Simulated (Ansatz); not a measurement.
# SiAsH2 (quartet): B2PLYP, RPA-PBE over vertical spin and charge gaps, cc-pVDZ

Aim: run SiAsH2 (quartet) with these functionals over vertical spin and charge gaps, and hold them against the top wave-function level at the same points.

The runs use Ansatz 0.2.0, Gaussian basis; cc-pVDZ, all electrons in the functionals, frozen cores in the correlation of double hybrids and RPA.

Plan: B2PLYP, RPA-PBE, at charge 0, quartet; charge 0, doublet; charge 0, sextet; charge 1, triplet; charge 1, quintet.

3 further runs of the same task are left out: 3 set aside as unsound or not needed.

## Step 1: The system

The geometry is a PBE0/def2-TZVP stationary point (not a proven minimum). No spin-orbit coupling is included. The filled d shell of As may be among the frozen orbitals whatever the setting's name suggests; the logs give the count.

4 atoms, charge 0, spin multiplicity 4.

Atoms are counted from 1 here; the program's logs count them from 0.

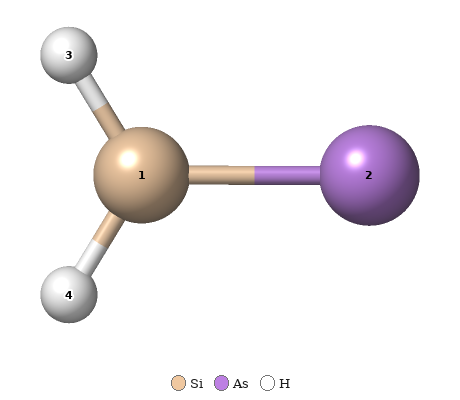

The geometry (silicon light orange, arsenic purple, hydrogen white); atoms are numbered from 1 in the order of the file.

No dispersion term is added.

The geometry shown and the zero of energy belong to the point charge 0, quartet. The yardstick, RCCSDTQ, and other wave-function levels (R restricted, U unrestricted, valence and pair active spaces) come from earlier runs.

## Step 2: B2PLYP, charge 0, quartet

in.yaml reads:

```yaml
crystal:
  periodic: [false, false, false]
  atoms:
    - {symbol: Si, position_ang: [0.000000, 0.000000, 1.696441]}
    - {symbol: As, position_ang: [0.000000, 0.000000, -0.702186]}
    - {symbol: H, position_ang: [0.000000, 1.264239, 2.462181]}
    - {symbol: H, position_ang: [0.000000, -1.264239, 2.462181]}
basis:
  gaussian: {orbitals: cc-pVDZ}
magnetization: {spin_polarized: true, initial_magnetization: 3}
hamiltonian: {xc: {name: B2PLYP}}
correlation: {electrons: outside_noble_gas}
```

Started as:

```console
> ansatz run in.yaml --threads 1 --pin off --events-out ev --progress --plain --max-ram 4096MiB --backend cpu
```

What it wrote:

```text
Functional definition: B2PLYP
  name "B2PLYP"
  cite "Grimme, J. Chem. Phys. 124, 034108 (2006) doi:10.1063/1.2148954"
  cite "Becke, Phys. Rev. A 38, 3098 (1988) doi:10.1103/PhysRevA.38.3098"
  cite "Lee, Yang & Parr, Phys. Rev. B 37, 785 (1988) doi:10.1103/PhysRevB.37.785"
  parameter a = 0.53
  parameter c = 0.27
  exchange = (1 - a)*b88_x + a*exact_x
  correlation = (1 - c)*lyp_c + c*(mp2_os + mp2_ss)
598 factors; integrals over basis functions are off by at most 1.3e-3 eV
mean field evaluation 1: about -68730.9872 eV, gradient 5.2e0 eV
mean field evaluation 2: about -68730.9875 eV, gradient 5.2e0 eV
mean field evaluation 4: about -68731.3198 eV, gradient 8.5e-1 eV
mean field evaluation 8: about -68731.3277 eV, gradient 2.7e-2 eV
mean field evaluation 16: about -68731.3278 eV, gradient 7.8e-6 eV
mean field -68731.32776267 eV, -2525.8297075109 hartree, gradient 1.3e-6 eV, S^2 3.762455; 0 other end points of the search recorded, 0 dependent functions left out
19 core orbitals not correlated: weight in the atoms' cores, before any rotation towards them, 1.000 or more for the frozen orbitals, at most 0.000 for the correlated occupied ones
reference -68731.32789593 eV, -2525.8297124082 hartree; 7, 4 occupied and 29, 32 virtual orbitals, 598 factors
second order -5.21393351 eV of doubles, -0.00000000 eV of singles
Total energy: -68732.73565798 eV, -2525.8814467092 hartree
```

Run time: 2 s. Hardware: 1 thread of AMD EPYC 7R13, shared host.

From the report: ⟨S²⟩ of the determinant 3.762 (pure quartet: 3.75).

## Step 3: B2PLYP, charge 0, doublet

in.yaml: that of step 2 with these lines changed.

```diff
@@ -9,3 +9,3 @@
   gaussian: {orbitals: cc-pVDZ}
-magnetization: {spin_polarized: true, initial_magnetization: 3}
+magnetization: {spin_polarized: true, initial_magnetization: 1}
 hamiltonian: {xc: {name: B2PLYP}}
```

Launched as before.

What it wrote (excerpt; [...] marks lines left out):

```text
Functional definition: B2PLYP
  name "B2PLYP"
  cite "Grimme, J. Chem. Phys. 124, 034108 (2006) doi:10.1063/1.2148954"
  cite "Becke, Phys. Rev. A 38, 3098 (1988) doi:10.1103/PhysRevA.38.3098"
  cite "Lee, Yang & Parr, Phys. Rev. B 37, 785 (1988) doi:10.1103/PhysRevB.37.785"
[...]
598 factors; integrals over basis functions are off by at most 1.3e-3 eV
[...]
mean field -68732.30915849 eV, -2525.8657731420 hartree, gradient 2.6e-6 eV, S^2 1.185642; 1 other end points of the search recorded, 0 dependent functions left out
19 core orbitals not correlated: weight in the atoms' cores, before any rotation towards them, 1.000 or more for the frozen orbitals, at most 0.000 for the correlated occupied ones
reference -68732.30928970 eV, -2525.8657779641 hartree; 6, 5 occupied and 30, 31 virtual orbitals, 598 factors
second order -5.89691042 eV of doubles, -0.00000000 eV of singles
Total energy: -68733.90145552 eV, -2525.9242889786 hartree
```

Run time: 5.5 s. Hardware: 1 thread of AMD EPYC 7R13, shared host.

From the report: ⟨S²⟩ of the determinant 1.186 (pure doublet: 0.75).

From charge 0, quartet: -26.9 kcal/mol.

## Step 4: B2PLYP, charge 0, sextet

in.yaml: that of step 3 with these lines changed.

```diff
@@ -9,3 +9,3 @@
   gaussian: {orbitals: cc-pVDZ}
-magnetization: {spin_polarized: true, initial_magnetization: 1}
+magnetization: {spin_polarized: true, initial_magnetization: 5}
 hamiltonian: {xc: {name: B2PLYP}}
```

Same command.

What it wrote (excerpt; [...] marks lines left out):

```text
Functional definition: B2PLYP
  name "B2PLYP"
  cite "Grimme, J. Chem. Phys. 124, 034108 (2006) doi:10.1063/1.2148954"
  cite "Becke, Phys. Rev. A 38, 3098 (1988) doi:10.1103/PhysRevA.38.3098"
  cite "Lee, Yang & Parr, Phys. Rev. B 37, 785 (1988) doi:10.1103/PhysRevB.37.785"
[...]
598 factors; integrals over basis functions are off by at most 1.3e-3 eV
[...]
mean field -68726.55054473 eV, -2525.6541479898 hartree, gradient 4.1e-6 eV, S^2 8.754417; 0 other end points of the search recorded, 0 dependent functions left out
19 core orbitals not correlated: weight in the atoms' cores, before any rotation towards them, 1.000 or more for the frozen orbitals, at most 0.000 for the correlated occupied ones
reference -68726.55068385 eV, -2525.6541531022 hartree; 8, 3 occupied and 28, 33 virtual orbitals, 598 factors
second order -4.80743050 eV of doubles, -0.00000000 eV of singles
Total energy: -68727.84869008 eV, -2525.7018539515 hartree
```

Wall time 1.9 s (1 thread of AMD EPYC 7R13, shared host).

From the report: ⟨S²⟩ of the determinant 8.754 (pure sextet: 8.75).

From charge 0, quartet: +112.7 kcal/mol.

## Step 5: B2PLYP, charge 1, triplet

in.yaml: that of step 4 with these lines changed.

```diff
@@ -9,3 +9,4 @@
   gaussian: {orbitals: cc-pVDZ}
-magnetization: {spin_polarized: true, initial_magnetization: 5}
+total_charge: 1
+magnetization: {spin_polarized: true, initial_magnetization: 2}
 hamiltonian: {xc: {name: B2PLYP}}
```

Same command.

What it wrote (excerpt; [...] marks lines left out):

```text
Functional definition: B2PLYP
  name "B2PLYP"
  cite "Grimme, J. Chem. Phys. 124, 034108 (2006) doi:10.1063/1.2148954"
  cite "Becke, Phys. Rev. A 38, 3098 (1988) doi:10.1103/PhysRevA.38.3098"
  cite "Lee, Yang & Parr, Phys. Rev. B 37, 785 (1988) doi:10.1103/PhysRevB.37.785"
[...]
598 factors; integrals over basis functions are off by at most 1.3e-3 eV
[...]
mean field -68724.57701933 eV, -2525.5816222689 hartree, gradient 1.5e-6 eV, S^2 2.005340; 0 other end points of the search recorded, 0 dependent functions left out
19 core orbitals not correlated: weight in the atoms' cores, before any rotation towards them, 1.000 or more for the frozen orbitals, at most 0.000 for the correlated occupied ones
reference -68724.57714772 eV, -2525.5816269873 hartree; 6, 4 occupied and 30, 32 virtual orbitals, 598 factors
second order -5.02523955 eV of doubles, -0.00000000 eV of singles
Total energy: -68725.93396240 eV, -2525.6314890070 hartree
```

It took 2.1 s on 1 thread of AMD EPYC 7R13, shared host.

From the report: ⟨S²⟩ of the determinant 2.005 (pure triplet: 2.00).

From charge 0, quartet: +156.9 kcal/mol.

## Step 6: B2PLYP, charge 1, quintet

in.yaml: that of step 5 with these lines changed.

```diff
@@ -10,3 +10,3 @@
 total_charge: 1
-magnetization: {spin_polarized: true, initial_magnetization: 2}
+magnetization: {spin_polarized: true, initial_magnetization: 4}
 hamiltonian: {xc: {name: B2PLYP}}
```

Launched as before.

What it wrote (excerpt; [...] marks lines left out):

```text
Functional definition: B2PLYP
  name "B2PLYP"
  cite "Grimme, J. Chem. Phys. 124, 034108 (2006) doi:10.1063/1.2148954"
  cite "Becke, Phys. Rev. A 38, 3098 (1988) doi:10.1103/PhysRevA.38.3098"
  cite "Lee, Yang & Parr, Phys. Rev. B 37, 785 (1988) doi:10.1103/PhysRevB.37.785"
[...]
598 factors; integrals over basis functions are off by at most 1.3e-3 eV
[...]
mean field -68721.47593300 eV, -2525.4676594483 hartree, gradient 6.2e-6 eV, S^2 6.005055; 0 other end points of the search recorded, 0 dependent functions left out
19 core orbitals not correlated: weight in the atoms' cores, before any rotation towards them, 1.000 or more for the frozen orbitals, at most 0.000 for the correlated occupied ones
reference -68721.47606397 eV, -2525.4676642614 hartree; 7, 3 occupied and 29, 33 virtual orbitals, 598 factors
second order -4.57958498 eV of doubles, -0.00000000 eV of singles
Total energy: -68722.71255192 eV, -2525.5131043553 hartree
```

It took 2 s on 1 thread of AMD EPYC 7R13, shared host.

From the report: ⟨S²⟩ of the determinant 6.005 (pure quintet: 6.00).

From charge 0, quartet: +231.1 kcal/mol.

## Step 7: RPA-PBE, charge 0, quartet

in.yaml: that of step 6 with these lines changed.

```diff
@@ -9,5 +9,4 @@
   gaussian: {orbitals: cc-pVDZ}
-total_charge: 1
-magnetization: {spin_polarized: true, initial_magnetization: 4}
-hamiltonian: {xc: {name: B2PLYP}}
-correlation: {electrons: outside_noble_gas}
+magnetization: {spin_polarized: true, initial_magnetization: 3}
+hamiltonian: {xc: {name: PBE}}
+correlation: {method: rpa, electrons: outside_noble_gas}
```

Same command.

What it wrote (excerpt; [...] marks lines left out):

```text
Functional definition: PBE
  name "PBE"
  cite "Perdew, Burke & Ernzerhof, Phys. Rev. Lett. 77, 3865 (1996) doi:10.1103/PhysRevLett.77.3865"
  parent pbe
[...]
598 factors; integrals over basis functions are off by at most 1.3e-3 eV
[...]
mean field -68734.42530106 eV, -2525.9435399470 hartree, gradient 1.6e-6 eV, S^2 3.756606; 0 other end points of the search recorded, 0 dependent functions left out
19 core orbitals not correlated: weight in the atoms' cores, before any rotation towards them, 1.000 or more for the frozen orbitals, at most 0.000 for the correlated occupied ones
reference -68686.49829257 eV, -2524.1822548712 hartree; 7, 4 occupied and 29, 32 virtual orbitals, 598 factors
Total energy: -68695.04545103 eV, -2524.4963571513 hartree
```

It took 1.7 s on 1 thread of AMD EPYC 7R13, shared host.

From the report: ⟨S²⟩ of the determinant 3.757 (pure quartet: 3.75).

## Step 8: RPA-PBE, charge 0, doublet

in.yaml: that of step 7 with these lines changed.

```diff
@@ -9,3 +9,3 @@
   gaussian: {orbitals: cc-pVDZ}
-magnetization: {spin_polarized: true, initial_magnetization: 3}
+magnetization: {spin_polarized: true, initial_magnetization: 1}
 hamiltonian: {xc: {name: PBE}}
```

Same command.

What it wrote (excerpt; [...] marks lines left out):

```text
Functional definition: PBE
  name "PBE"
  cite "Perdew, Burke & Ernzerhof, Phys. Rev. Lett. 77, 3865 (1996) doi:10.1103/PhysRevLett.77.3865"
  parent pbe
[...]
598 factors; integrals over basis functions are off by at most 1.3e-3 eV
[...]
mean field -68735.70103276 eV, -2525.9904222225 hartree, gradient 4.3e-6 eV, S^2 0.830186; 7 other end points of the search recorded, 0 dependent functions left out
19 core orbitals not correlated: weight in the atoms' cores, before any rotation towards them, 1.000 or more for the frozen orbitals, at most 0.000 for the correlated occupied ones
reference -68686.65489818 eV, -2524.1880100211 hartree; 6, 5 occupied and 30, 31 virtual orbitals, 598 factors
Total energy: -68696.32487879 eV, -2524.5433752540 hartree
```

Run time: 4.3 s. Hardware: 1 thread of AMD EPYC 7R13, shared host.

From the report: ⟨S²⟩ of the determinant 0.830 (pure doublet: 0.75).

From charge 0, quartet: -29.5 kcal/mol.

## Step 9: RPA-PBE, charge 0, sextet

in.yaml: that of step 8 with these lines changed.

```diff
@@ -9,3 +9,3 @@
   gaussian: {orbitals: cc-pVDZ}
-magnetization: {spin_polarized: true, initial_magnetization: 1}
+magnetization: {spin_polarized: true, initial_magnetization: 5}
 hamiltonian: {xc: {name: PBE}}
```

The command is unchanged.

What it wrote (excerpt; [...] marks lines left out):

```text
Functional definition: PBE
  name "PBE"
  cite "Perdew, Burke & Ernzerhof, Phys. Rev. Lett. 77, 3865 (1996) doi:10.1103/PhysRevLett.77.3865"
  parent pbe
[...]
598 factors; integrals over basis functions are off by at most 1.3e-3 eV
[...]
mean field -68729.63589112 eV, -2525.7675323782 hartree, gradient 2.7e-6 eV, S^2 8.752271; 3 other end points of the search recorded, 0 dependent functions left out
19 core orbitals not correlated: weight in the atoms' cores, before any rotation towards them, 0.999 or more for the frozen orbitals, at most 0.000 for the correlated occupied ones
reference -68682.15879129 eV, -2524.0227811408 hartree; 8, 3 occupied and 28, 33 virtual orbitals, 598 factors
Total energy: -68690.22694190 eV, -2524.3192802066 hartree
```

Run time: 3.2 s. Hardware: 1 thread of AMD EPYC 7R13, shared host.

From the report: ⟨S²⟩ of the determinant 8.752 (pure sextet: 8.75).

From charge 0, quartet: +111.1 kcal/mol.

## Step 10: RPA-PBE, charge 1, triplet

in.yaml: that of step 9 with these lines changed.

```diff
@@ -9,3 +9,4 @@
   gaussian: {orbitals: cc-pVDZ}
-magnetization: {spin_polarized: true, initial_magnetization: 5}
+total_charge: 1
+magnetization: {spin_polarized: true, initial_magnetization: 2}
 hamiltonian: {xc: {name: PBE}}
```

The command is unchanged.

What it wrote (excerpt; [...] marks lines left out):

```text
Functional definition: PBE
  name "PBE"
  cite "Perdew, Burke & Ernzerhof, Phys. Rev. Lett. 77, 3865 (1996) doi:10.1103/PhysRevLett.77.3865"
  parent pbe
[...]
598 factors; integrals over basis functions are off by at most 1.3e-3 eV
[...]
mean field -68727.49855579 eV, -2525.6889867535 hartree, gradient 5.8e-6 eV, S^2 2.003028; 3 other end points of the search recorded, 0 dependent functions left out
19 core orbitals not correlated: weight in the atoms' cores, before any rotation towards them, 1.000 or more for the frozen orbitals, at most 0.000 for the correlated occupied ones
reference -68679.76409761 eV, -2523.9347777710 hartree; 6, 4 occupied and 30, 32 virtual orbitals, 598 factors
Total energy: -68688.20456646 eV, -2524.2449592800 hartree
```

Run time: 3.5 s. Hardware: 1 thread of AMD EPYC 7R13, shared host.

From the report: ⟨S²⟩ of the determinant 2.003 (pure triplet: 2.00).

From charge 0, quartet: +157.8 kcal/mol.

## Step 11: RPA-PBE, charge 1, quintet

in.yaml: that of step 10 with these lines changed.

```diff
@@ -10,3 +10,3 @@
 total_charge: 1
-magnetization: {spin_polarized: true, initial_magnetization: 2}
+magnetization: {spin_polarized: true, initial_magnetization: 4}
 hamiltonian: {xc: {name: PBE}}
```

The command is unchanged.

What it wrote (excerpt; [...] marks lines left out):

```text
Functional definition: PBE
  name "PBE"
  cite "Perdew, Burke & Ernzerhof, Phys. Rev. Lett. 77, 3865 (1996) doi:10.1103/PhysRevLett.77.3865"
  parent pbe
[...]
598 factors; integrals over basis functions are off by at most 1.3e-3 eV
[...]
mean field -68724.35945906 eV, -2525.5736270765 hartree, gradient 1.8e-6 eV, S^2 6.003437; 3 other end points of the search recorded, 0 dependent functions left out
19 core orbitals not correlated: weight in the atoms' cores, before any rotation towards them, 1.000 or more for the frozen orbitals, at most 0.000 for the correlated occupied ones
reference -68677.27651839 eV, -2523.8433609210 hartree; 7, 3 occupied and 29, 33 virtual orbitals, 598 factors
Total energy: -68685.09698459 eV, -2524.1307577529 hartree
```

It took 3.6 s on 1 thread of AMD EPYC 7R13, shared host.

From the report: ⟨S²⟩ of the determinant 6.003 (pure quintet: 6.00).

From charge 0, quartet: +229.4 kcal/mol.

## Step 12: Against the wave-function levels

The yardstick is RCCSDTQ, where the cluster series has nearly closed. It comes from earlier runs at the same points. Energies in kcal/mol, counted from charge 0, quartet; blanks weren't run or aren't comparable.

```
  level  quartet to doublet  quartet to sextet  ionisation to the triplet cation  ionisation to the quintet cation
RCCSDTQ               -29.2              108.2                             156.6                             225.0
 B2PLYP               -26.9              112.7                             156.9                             231.1
RPA-PBE               -29.5              111.1                             157.8                             229.4
```

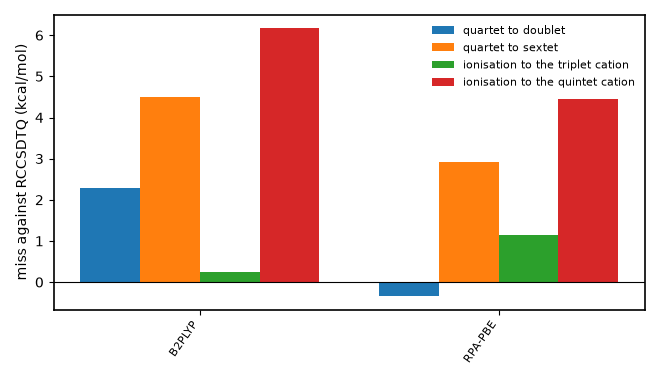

Misses of the gaps against RCCSDTQ.

Largest miss and mean time a point (RCCSDTQ took 88 s a point; shared hosts):

```
  level  largest miss (kcal/mol)                             where  time a point
 B2PLYP                     +6.2  ionisation to the quintet cation         2.7 s
RPA-PBE                     +4.4  ionisation to the quintet cation         3.3 s
```

## Step 13: Results

| quantity | value |
| --- | --- |
| quartet to doublet, RCCSDTQ | -29.2 kcal/mol |
| quartet to sextet, RCCSDTQ | 108.2 kcal/mol |
| ionisation to the triplet cation, RCCSDTQ | 156.6 kcal/mol |
| ionisation to the quintet cation, RCCSDTQ | 225.0 kcal/mol |
| largest miss, B2PLYP | +6.2 kcal/mol (ionisation to the quintet cation) |
| largest miss, RPA-PBE | +4.4 kcal/mol (ionisation to the quintet cation) |

In words: Of the functionals, RPA-PBE keep the smallest largest miss at the points compared (at most 4.4 kcal/mol) and B2PLYP strays most (6.2 kcal/mol, at ionisation to the quintet cation). B2PLYP clearly breaks the spin symmetry at some points (⟨S²⟩ up to 0.44 above the pure value), so energy there is bought with a mixed spin. Functionals and the yardstick converge differently with the basis, so part of each miss in cc-pVDZ is the basis.
